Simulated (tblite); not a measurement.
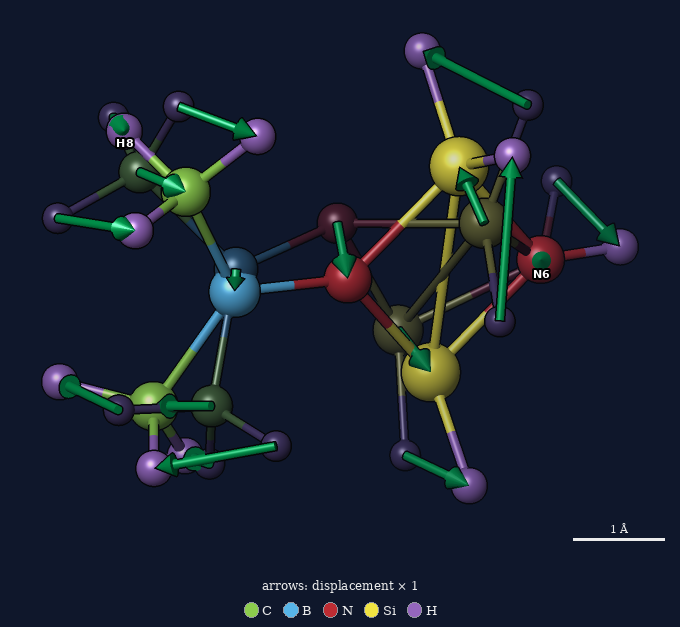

This is a relaxation of C$_{2}$H$_{10}$BN$_{2}$Si$_{2}$ (multiplicity 2). The starting structure is drawn faded, the final one solid; green arrows show the displacements, at their true length. The two geometries are superimposed by the best rigid fit.

Style: ball-and-stick. Shown at a tilt.

Computed with GFN2-xTB geometry optimisation, gas phase (tblite 0.8.0). 

> What happened in the run?

An H atom moves most after the best rigid fit: 1.89 Å. By element the largest moves are H 1.89 Å, C 0.87 Å, Si 0.77 Å, N 0.71 Å, B 0.26 Å. Some distances before and after: Si–Si 2.451 → 2.613 Å, B–N 1.511 → 1.395 Å, N–Si 1.797 → 1.739 Å, C–H 1.136 → 1.088 Å. Bond angles that change, for instance: Si–N–H 108.8° → 130.7°, Si–Si–H 101.9° → 123.0°, Si–Si–H 99.9° → 120.9°. Groups turn about B–C by about 45°, B–C by about 35°. Over 150 geometry steps the energy falls by 41.3 kcal/mol. The run took 1 s on 1 thread of Arm Neoverse V2, on a shared host.
